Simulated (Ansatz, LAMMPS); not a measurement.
# Glassy CaAl2Si6O16 (125 atoms): a short ab initio trajectory, part 2 of 2

Wanted: a short trajectory of glassy CaAl2Si6O16 (125 atoms) with its pair distributions.

Ansatz 0.2.0; Kohn-Sham DFT, PBE, PAW (set soft_2), plane waves.

The cell: 10 Al, 5 Ca, 80 O and 30 Si. The quench rate of 10 K/ps is many orders above laboratory rates. The starting topology of bonds comes from the classical model. Sampling is at Γ alone, for a cell whose shortest periodic width is 12 Å.

So far, density (g/cm³): step 4 (local order late in the run) 2.67.

### Step 5. Single point at the last frame (continued)

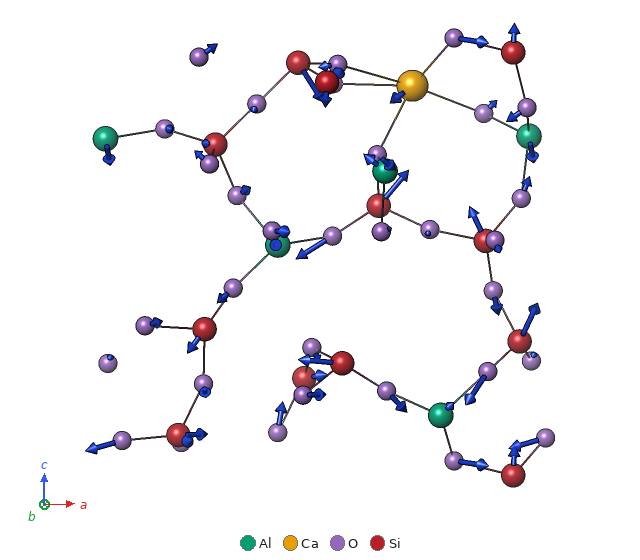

Forces as arrows; the longest in the cell is 3.11 eV/Å. Drawn is a slice 4 Å thick, seen along the normal of the ac plane. Bonds to atoms that aren't drawn are left out.

Löwdin charges by element and coordination (they lack the spilled electrons, 0.069 e an atom on average):

```csv
element,coordination,atoms,mean charge (e),spread,least,most
Al,all,10,1.34,0.0429,1.26,1.41
Ca,all,5,1.82,0.0055,1.81,1.83
Ca,5,2,1.82,0.0032,1.81,1.82
Ca,6,1,1.81,0,1.81,1.81
Ca,7,2,1.82,0.0067,1.81,1.83
O,all,80,-0.826,0.0661,-1.14,-0.742
O,2,50,-0.801,0.039,-0.964,-0.754
O,3,30,-0.867,0.0801,-1.14,-0.742
Si,all,30,1.74,0.0253,1.68,1.79
```

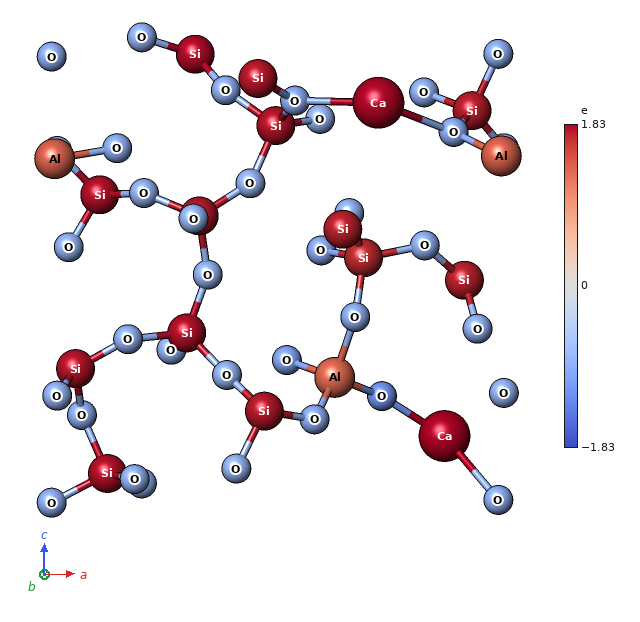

Atoms coloured by Löwdin charge. Drawn is a slice 4 Å thick, seen along the normal of the ac plane. Bonds to atoms that aren't drawn are left out.

Density of states as counts of states in windows of 1 eV (from the Fermi level), total and the larger projections:

| from (eV) | to (eV) | total | O p | Si p |
| --- | --- | --- | --- | --- |
| -10 | -9 | 15.4 | 10.5 | 1.0 |
| -9 | -8 | 21.7 | 15.4 | 2.1 |
| -8 | -7 | 36.3 | 27.5 | 5.5 |
| -7 | -6 | 43.6 | 34.0 | 5.8 |
| -6 | -5 | 50.1 | 40.6 | 4.7 |
| -5 | -4 | 72.8 | 64.2 | 3.5 |
| -4 | -3 | 86.0 | 79.3 | 2.4 |
| -3 | -2 | 85.2 | 80.4 | 1.4 |
| -2 | -1 | 45.7 | 43.5 | 0.5 |
| -1 | 0 | 10.1 | 9.5 | 0.1 |
| 0 | 1 | 0.5 | 0.5 | 0.0 |
| 1 | 2 | 0.0 | 0.0 | 0.0 |
| 2 | 3 | 0.9 | 0.0 | 0.0 |
| 3 | 4 | 1.9 | 0.1 | 0.1 |
| 4 | 5 | 22.3 | 1.4 | 2.0 |

With fixed occupations the program's Fermi level is the highest filled level; weight inside the gap is the broadening of levels at its edges.

Between -26 and -10 eV lie 202 more states.

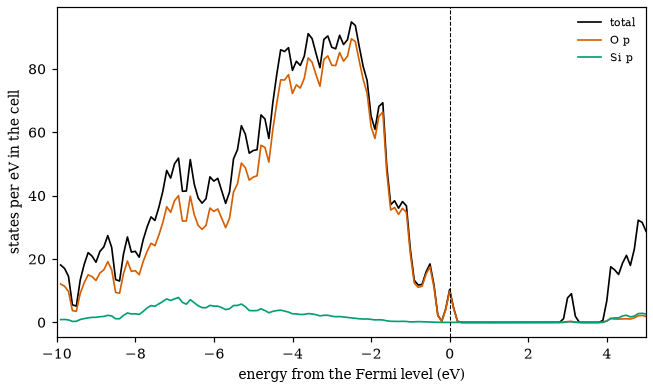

Total and projected density of states, with the broadening of the input.

The levels nearest the highest filled one (over half full), pooled over k-points and spins:

```csv
level less the highest filled one (eV),occupation
-0.994,2
-0.834,2
-0.657,2
-0.531,2
-0.439,2
0,2
3.06,0
4.08,0
4.16,0
4.31,0
4.44,0
4.50,0
```

Mean Löwdin charges: Al +1.34, Ca +1.82, O -0.83, Si +1.74 e (they miss 1.3 % of the electrons, so they add up to more than the cell's charge).

### Step 6. Summary of results

| Item | Value |
| --- | --- |
| mean temperature, second half | 323.4 K |
| temperature swing, second half | 20.88 K |
| free energy per atom | -632.5785 eV/atom |
| pressure | 2.486 GPa |
| r.m.s. force component | 0.8436 eV/Å |
| gap (highest filled to lowest empty level) | 3.057 eV |
| wall time of the 3 DFT runs | 46 min |

What this shows: Over the second half of 182 fs the temperature averages 323 K, falling from about 341 to 305 K (means over the first and last quarter of that half). The count of bonds goes from 190 in the first frame to 190 in the last, by one set of cutoffs: 1 pairs passed out of them and 1 came within. The run spans 0.18 ps, too short for its means to be equilibrium values. Counting bonds as in the table, all Al atoms have 4, 40 % of Ca atoms have 5 and as many 7, 62 % of O atoms have 2 and all Si atoms have 4 bonded neighbours. 92 % of the oxygens bridge two formers (Si and Al) and 4 % are non-bridging; 4 % join three. Between filled and empty levels lie 3.06 eV (at Γ alone); a semilocal functional tends to put such gaps too low. In a disordered cell it changes from sample to sample, and tail or defect levels can set it.

Caveats: The network of bonds at the start is that of the classical potential that made the cell; in DFT 1 of its 190 bonded pairs passed out of the cutoffs and 1 came within them. The pressure of 2.5 GPa is that of one thermal frame at a volume set beforehand, without the kinetic term.

Calculation beside experiment:

```csv
quantity,measured,this cell,difference,method of the measurement
nearest Ca–O distance,2.32 Å,2.37 Å,+2.2 %,"high-energy XRD, PDF Gaussian fit"
number of O about Ca,5.3,6,+13.2 %,"high-energy XRD, PDF Gaussian fit"
```

The cell differs from the measured distances by up to 2.2 % and neighbour counts by up to 13.2 %. Distances of this cell are positions of the first main peak of g(r), or bond means where the peak is narrow; means over all bonds within a cutoff lie farther out for broad shells. The network comes from the model that made the cell; in DFT 1 of its 190 bonded pairs passed out of the cutoffs and 1 came within them. Our coordination numbers hang on a cutoff, and experiments count neighbours in their own ways.

[Logs are printed without paths, hosts, clocks, repeated set-up lines and the standing remarks that a program may print on its own settings, such as how far it seeks lower states.]

[Hosts, paths, dates, database ids (printed as entryN), source tags and the programs' standing remarks are cut or masked in the printed files.]
